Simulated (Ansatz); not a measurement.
# GaH3: what the fields show

Input

```
crystal:
  periodic: [false, false, false]
  atoms:
    - { symbol: Ga, position_ang: [0.203313, 0.0, 0.117393] }
    - { symbol: H, position_ang: [0.775668, 0.0, 1.562879] }
    - { symbol: H, position_ang: [1.74133, 0.0, -0.109589] }
    - { symbol: H, position_ang: [-1.14171, 0.0, -0.659183] }
basis:
  gaussian: { orbitals: def2-mTZVP }
hamiltonian:
  xc: revpbe
  dispersion: d4
relax:
  f_tol: 0.03
  max_steps: 50
output:
  orbitals: {}
```

Run with:

```sh
ansatz run input.yaml --threads 1 --pin off --max-ram 2048MiB --backend cpu --events-out ev --progress --plain --runs-dir out
```

The fields are those of the run's last geometry, not of the input's.

Level of theory: RKS revPBE-D4/def2-mTZVP (Ansatz).

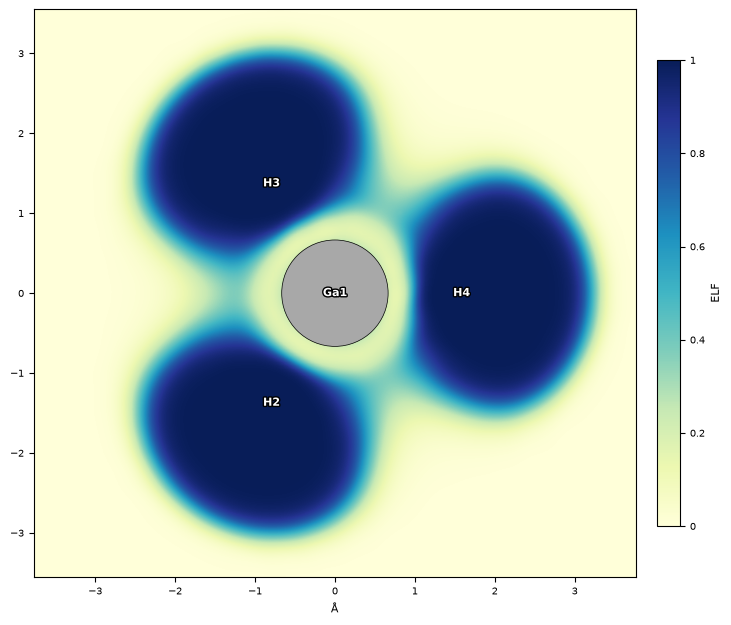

Figure 1. Electron localisation function on the molecular plane. Grey discs cover the atomic cores.

Describe what can be read from this map.

Answer. Atoms in the plane: Ga and H.
Ga–H (1.59 Å): the ELF climbs to about 1 towards the hydrogen.

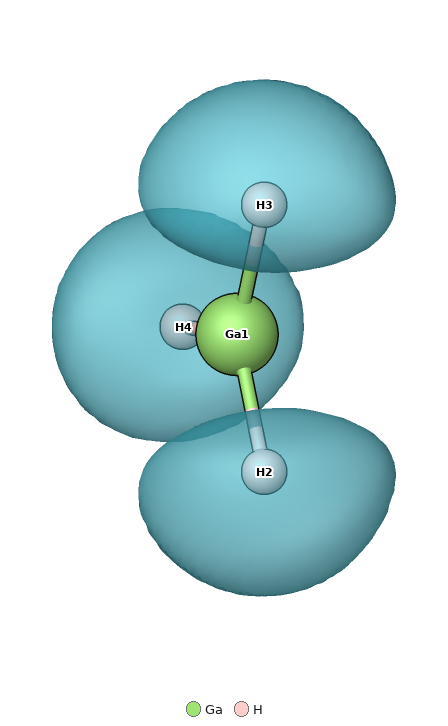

Figure 2. Isosurface of the ELF at 0.9 (cyan), seen at an oblique angle. Core shells and regions of very low density are left out.

What do the ELF domains correspond to?

Answer. The ELF exceeds this value in three regions around hydrogen nuclei.

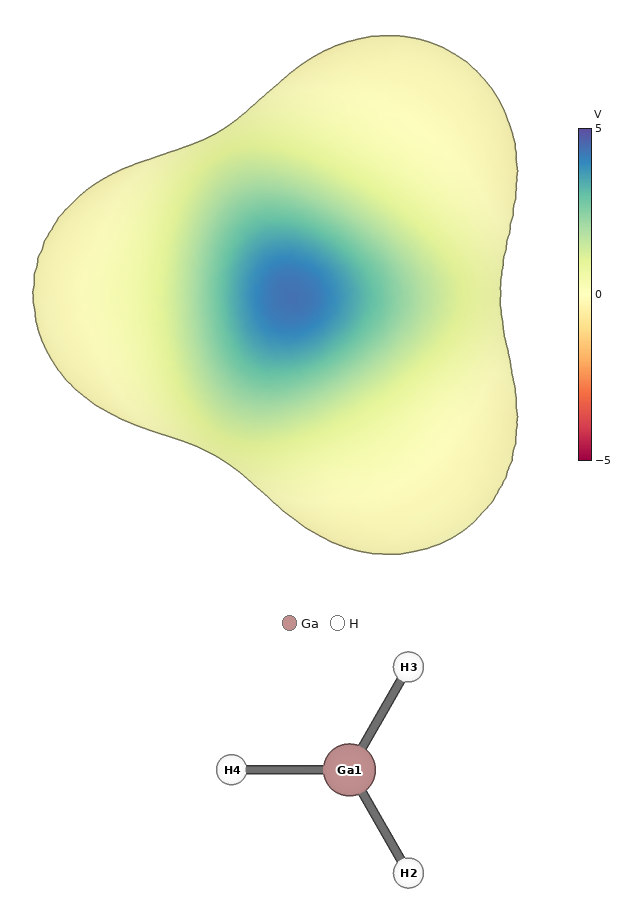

Figure 3. The molecular electrostatic potential painted on the density surface at 0.004 e/bohr³, seen across its widest extent; red is negative and blue positive. The bare structure is drawn below in the same view.

Which sites attract a positive test charge, and which a negative one?

Answer. A positive charge is drawn to the negative regions and a negative charge to the positive ones. The most negative region (about −0.2 V) lies over H2, H3 and H4, the most positive (about +4.3 V) over Ga1.

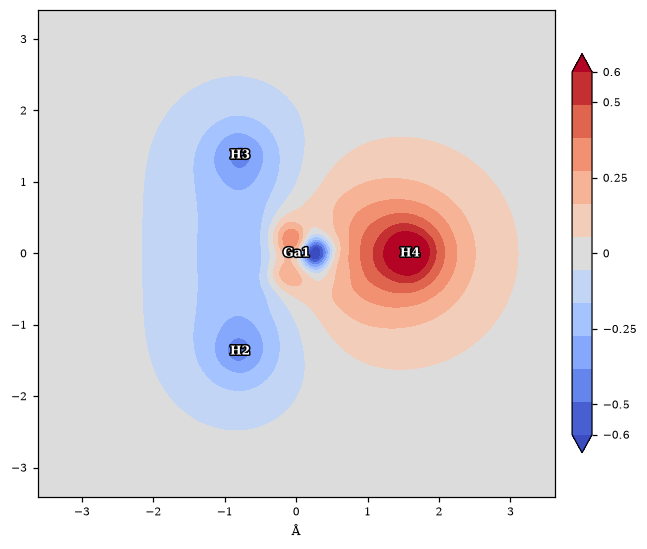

Figure 4. The HOMO on the molecular plane (values in Å⁻³ᐟ²; the overall sign is arbitrary).

What is the character of this orbital?

Answer. It lies mainly on Ga1 (about 40 %), H4 (about 40 %), H2 (about 10 %) and H3 (about 10 %); it is symmetric in the molecular plane (an in-plane orbital: σ, lone-pair or in-plane π type). It is one of a degenerate set, so its orientation is arbitrary. Its energy is −7.34 eV.
